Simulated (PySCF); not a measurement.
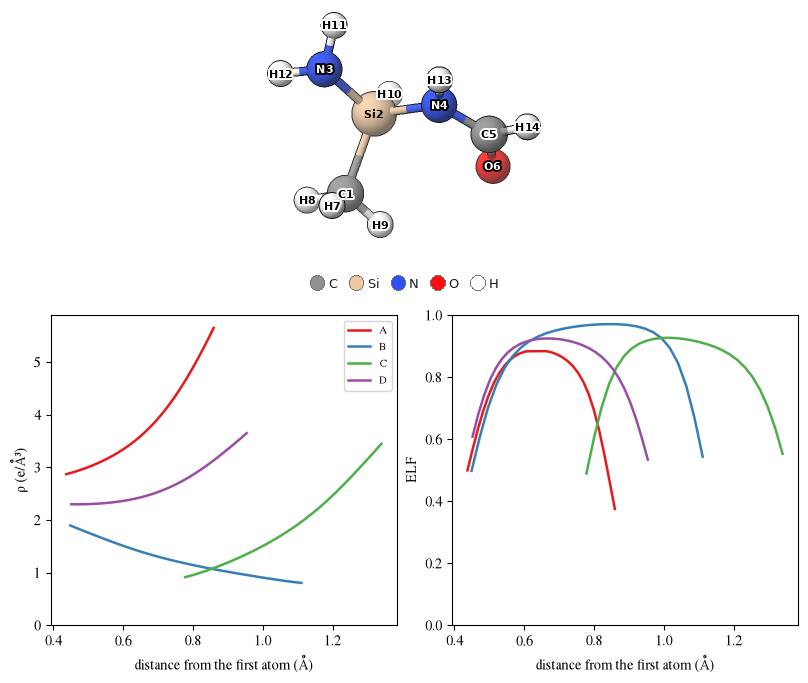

The picture shows: C₂H₈N₂OSi. Electron density and electron localisation function along straight lines between neighbouring atoms. The curves leave out the atomic cores. The structure is drawn too.

Geometry: GFN2-xTB.

All numbers below come from CAM-B3LYP/def2-SVPD, SCF density, gas phase in PySCF 2.14.0.

```yaml
atoms:
  - { symbol: C, position_ang: [-1.5593, -0.6514, -0.5338] }
  - { symbol: Si, position_ang: [-0.2130, 0.6082, -0.1128] }
  - { symbol: N, position_ang: [-0.6234, 1.3250, 1.4061] }
  - { symbol: N, position_ang: [1.2976, -0.1950, 0.3153] }
  - { symbol: C, position_ang: [1.9428, -0.9168, -0.6096] }
  - { symbol: O, position_ang: [1.5626, -1.0314, -1.7486] }
  - { symbol: H, position_ang: [-1.8003, -1.2753, 0.3227] }
  - { symbol: H, position_ang: [-2.4731, -0.1636, -0.8578] }
  - { symbol: H, position_ang: [-1.2270, -1.2988, -1.3380] }
  - { symbol: H, position_ang: [0.0915, 1.5280, -1.2122] }
  - { symbol: H, position_ang: [0.0221, 1.9731, 1.8292] }
  - { symbol: H, position_ang: [-1.5610, 1.6740, 1.5133] }
  - { symbol: H, position_ang: [1.6716, -0.1715, 1.2493] }
  - { symbol: H, position_ang: [2.8682, -1.4049, -0.2451] }
```

> Which curve belongs to which contact (C–N, C–O, C–Si and Si–N)? The first atom named is at distance zero.

Curve A: C–O (1.21 Å): ρ at the midpoint is about 3.4 e/Å³; the ELF peaks at about 0.90 between the atoms; a short, multiple covalent bond. Curve B: C–Si (1.89 Å): ρ at the midpoint is about 0.96 e/Å³; the ELF peaks at about 1 between the atoms; a shared electron pair. Curve C: Si–N (1.73 Å): the density is about 1.1 e/Å³ at the midpoint; the ELF peaks at about 0.95 between the atoms: a polar covalent bond. Curve D: C–N (1.34 Å): ρ is about 2.5 e/Å³ halfway; the ELF peaks at about 0.90 between the atoms: localised, covalent bonding.
